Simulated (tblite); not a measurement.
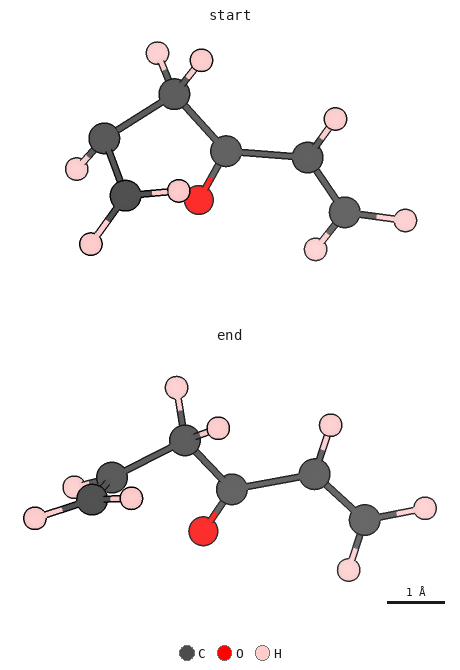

The structure of C6H8O (charge +1, multiplicity 2) before (top) and after (bottom) a relaxation, at one scale.

Style: ball-and-stick. Shown at a tilt.

Computed with tblite, GFN2-xTB geometry optimisation, gas phase. 

Summarise the run.

The largest move after the best rigid fit is that of an H atom, 1.29 Å. Largest moves by element: H 1.29 Å, C 0.70 Å, O 0.27 Å. Among the contacts that change: C–C 1.500 → 1.342 Å, C–O 1.282 → 1.183 Å, C–C 1.471 → 1.562 Å, C–C 1.528 → 1.471 Å. Among the angles between lasting bonds that change: C–C–C 124.8° → 110.6°, C–C–H 108.0° → 120.8°, C–C–C 110.7° → 123.2°. Groups turn about C–C by about 20°. The energy falls by 176.1 kJ/mol in 131 geometry steps.
